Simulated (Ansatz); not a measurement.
**BOF (fluoro(oxo)borane) at wB97X/cc-pVTZ**

Aim: the electronic atomisation energy of BOF (fluoro(oxo)borane) at wB97X/cc-pVTZ, from 4 runs. 

The calculation is run with Ansatz 0.2.0.

54 further runs of the same task are left out: 9 that didn't finish, 45 set aside as unsound or not needed.

## Step 1: The molecule

BOF: 3 atoms, total charge 0, spin state singlet. As SMILES, `O=BF`. Geometry: relaxed at PBE0-D4/def2-TZVP.

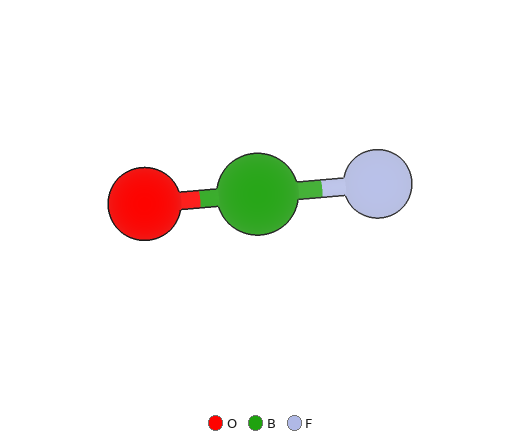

The structure, seen from a chosen angle (oxygen red, boron green, fluorine light blue).

## Step 2: A single-point energy at wB97X/cc-pVTZ

Contents of in.yaml:

```yaml
crystal:
  periodic: [false, false, false]
  atoms:
    - {symbol: O, position_ang: [0.983100, -0.565100, 0.479900]}
    - {symbol: B, position_ang: [0.020300, -0.011600, 0.009900]}
    - {symbol: F, position_ang: [-1.003400, 0.576800, -0.489800]}
basis:
  gaussian:
    orbitals: cc-pVTZ
hamiltonian:
  xc: {name: wB97X}
accuracy: high
output: {orbitals: {seedname: orbitals}}
```

Command:

```console
$ ansatz run in.yaml --threads 1 --pin off --max-ram 3480MiB --events-out events.jsonl --progress --plain --runs-dir runs
```

The program printed:

```text
Warning: RAYON_NUM_THREADS=1 ignored (pool sized by the plan → 1); use --threads N
Functional definition: wB97X
  name "wB97X"
  parameter omega = 0.3/bohr
  parameter cx = 0.157706
  parameter cx1 = 0.726479
  parameter cx2 = 1.04760
  parameter cx3 = -5.70635
  parameter cx4 = 13.2794
  parameter css1 = -4.33879
  parameter css2 = 18.2308
  parameter css3 = -31.7430
  parameter css4 = 17.2901
  parameter cos1 = 2.37031
  parameter cos2 = -11.3995
  parameter cos3 = 6.58405
  parameter cos4 = -3.78132
  exchange = spin_sum(e_x_unif_sr(omega)*poly(b97_u_x, 1 - cx, cx1, cx2, cx3, cx4)) + cx*exact_x_sr(omega)
      + exact_x_lr(omega)
  correlation = spin_sum(e_c_pw_same_spin*poly(b97_u_same, 1, css1, css2, css3, css4))
      + integral(e_c_pw_opposite_spin*poly(b97_u_opposite, 1, cos1, cos2, cos3, cos4))
1344 factors; integrals over basis functions are off by at most 2.7e-9 eV
217 factors; integrals over basis functions are off by at most 1.5e-9 eV
mean field evaluation 1: about -5437.6875 eV, gradient 5.7e1 eV
mean field evaluation 2: about -5432.8473 eV, gradient 8.0e1 eV
mean field evaluation 4: about -5443.0729 eV, gradient 3.3e0 eV
mean field evaluation 8: about -5443.0880 eV, gradient 8.6e-2 eV
mean field evaluation 16: about -5443.0881 eV, gradient 3.3e-6 eV
mean field -5443.08808746 eV, -200.0297977564 hartree, gradient 8.6e-8 eV, S^2 0.000000; 0 other end points of the search recorded, 0 dependent functions left out
reference -5443.08808492 eV, -200.0297976633 hartree; 11, 11 occupied and 79, 79 virtual orbitals, 1344 factors
Total energy: -5443.08808492 eV, -200.0297976633 hartree
```

Wall time 7.5 s (1 thread of Arm Neoverse V2, shared host); peak memory 0.27 GiB.

## Step 3: The B atom

Contents of job.yaml:

```yaml
crystal:
  periodic: [false, false, false]
  atoms:
    - symbol: B
      position_ang: [0.000000, 0.000000, 0.000000]
basis:
  gaussian: {orbitals: cc-pVTZ}
accuracy: high
hamiltonian: {xc: {name: wB97X}}
magnetization: {spin_polarized: true, initial_magnetization: 1}
```

Run the same way, it converges to -24.65142 Eh (log not shown).

## Step 4: The F atom at the same level

Contents of input.yaml:

```yaml
crystal:
  periodic: [false, false, false]
  atoms:
    - symbol: F
      position_ang: [0.000000, 0.000000, 0.000000]
basis:
  gaussian:
    orbitals: cc-pVTZ
magnetization:
  spin_polarized: true
  initial_magnetization: 1
hamiltonian:
  xc: {name: wB97X}
accuracy: high
```

Run the same way, it converges to -99.73977 Eh (log not shown).

## Step 5: The O atom at the same level

Contents of run.yaml:

```yaml
crystal:
  periodic: [false, false, false]
  atoms:
    - {symbol: O, position_ang: [0.000000, 0.000000, 0.000000]}
basis:
  gaussian: {orbitals: cc-pVTZ}
magnetization: {spin_polarized: true, initial_magnetization: 2}
hamiltonian: {xc: {name: wB97X}}
accuracy: high
```

Run the same way, it converges to -75.07244 Eh (log not shown).

## Step 6: Outcome

Level: wB97X/cc-pVTZ.

```
                     quantity          value
       molecule: total energy  -200.02980 Eh
        molecule: HOMO energy      -12.74 eV
        molecule: LUMO energy        2.12 eV
      molecule: HOMO–LUMO gap       14.86 eV
         B atom: total energy   -24.65142 Eh
                 B atom: ⟨S²⟩          0.754
         F atom: total energy   -99.73977 Eh
                 F atom: ⟨S²⟩          0.752
         O atom: total energy   -75.07244 Eh
                 O atom: ⟨S²⟩          2.004
electronic atomisation energy      15.406 eV
```

In words: Taking the molecule apart into free atoms costs 15.41 eV (1486 kJ/mol), before zero-point energy and without spin-orbit coupling.
